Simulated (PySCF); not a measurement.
**Dy⁺: atomic calculation**

System: Dy⁺, configuration 1s2 2s2 2p6 3s2 3p6 3d10 4s2 4p6 4d10 4f10 5s2 5p6 6s1, multiplicity 6.
Method: unrestricted PBEsol, x2c-TZVPPall, spin-free X2C-1e, Gaussian nucleus (PySCF).

Results in brief:

- outcome: converged
- total energy: −12152.1894 hartree
- ⟨S²⟩: 8.752
- ⟨L²⟩: 34.01
- SCF iterations: 7
- hardware: 1 CPU thread, shared host
- CPU time: 3 s (integrals apart)

Notes:

The driver held the occupations shell by shell, and empty s levels lie below the filled 4f. ⟨L²⟩ departs from that of the intended term, so the determinant mixes terms.

Input:
```python
from pyscf import gto, scf, dft, mp, cc
import basis_set_exchange as bse
mol = gto.M(atom="Dy 0 0 0", charge=1, spin=5, symmetry="D2h",
            basis=gto.basis.parse(bse.get_basis("x2c-TZVPPall", elements=["Dy"], fmt="nwchem")),
            nucmod="G")
mf = dft.UKS(mol, xc="PBEsol").sfx2c1e()
mf.irrep_nelec = {'Ag': (10, 9), 'B1g': (2, 2), 'B2g': (2, 2), 'B3g': (2, 2), 'Au': (1, 0), 'B1u': (6, 4), 'B2u': (6, 6), 'B3u': (6, 5)}
mf.kernel()
```

The script is an equivalent of what the driver set up; the driver started from orbitals of its own, so the log can be shorter than this script's would be, and it computed the properties (radii, ⟨L²⟩, response) afterwards. It held the occupations shell by shell, which the script's counts by irreducible representation don't always enforce.

The program's output (extracts):
```
damping factor = 0
level_shift factor = 0
DIIS = <class 'pyscf.scf.diis.CDIIS'>
diis_start_cycle = 1
diis_space = 10
diis_damp = 0
SCF conv_tol = 1e-09
SCF conv_tol_grad = None
number electrons alpha = 35  beta = 30
XC functionals = PBEsol
    J. P. Perdew, A. Ruzsinszky, G. I. Csonka, O. A. Vydrov, G. E. Scuseria, L. A. Constantin, X. Zhou, and K. Burke.,  Phys. Rev. Lett. 100, 136406 (2008)
    J. P. Perdew, A. Ruzsinszky, G. I. Csonka, O. A. Vydrov, G. E. Scuseria, L. A. Constantin, X. Zhou, and K. Burke.,  Phys. Rev. Lett. 100, 136406 (2008)
cycle= 1 E= -12152.1366482593  delta_E= 0.000126  |g|= 0.709  |ddm|= 0.613
cycle= 2 E= -12151.9223701385  delta_E= 0.214  |g|= 1.66  |ddm|= 0.803
cycle= 3 E= -12152.1887765376  delta_E= -0.266  |g|= 0.0645  |ddm|= 0.542
cycle= 4 E= -12152.1893527861  delta_E= -0.000576  |g|= 0.0109  |ddm|= 0.0419
cycle= 5 E= -12152.189369023  delta_E= -1.62e-05  |g|= 0.00032  |ddm|= 0.00718
cycle= 6 E= -12152.1893690478  delta_E= -2.48e-08  |g|= 1.73e-05  |ddm|= 0.000422
cycle= 7 E= -12152.1893690478  delta_E= -4.73e-11  |g|= 2.04e-06  |ddm|= 1.96e-05
converged SCF energy = -12152.1893690478  <S^2> = 8.751872  2S+1 = 6.000624
```

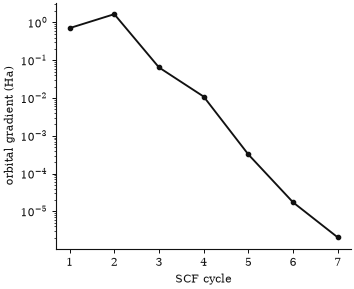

Convergence: orbital gradient against the SCF cycle. The residual comes down, with one marked jump up, by a factor of about 2, at step 2. It goes from 0.71 to 2.0×10⁻⁶ in 7 steps.

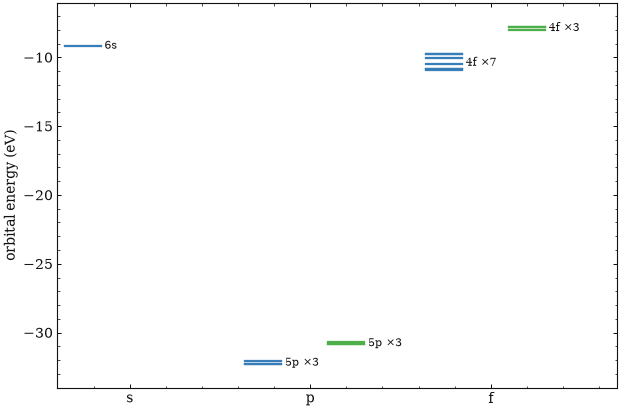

Orbital energies of the mean field, from the top down to −32.3 eV, by angular momentum, α spin at the left of each column and β at the right; ×n counts the orbitals under one label. Empty levels that the record names by l alone aren't drawn. The highest filled orbital is 4f β at −7.78 eV, the lowest empty one s β at −7.92 eV.
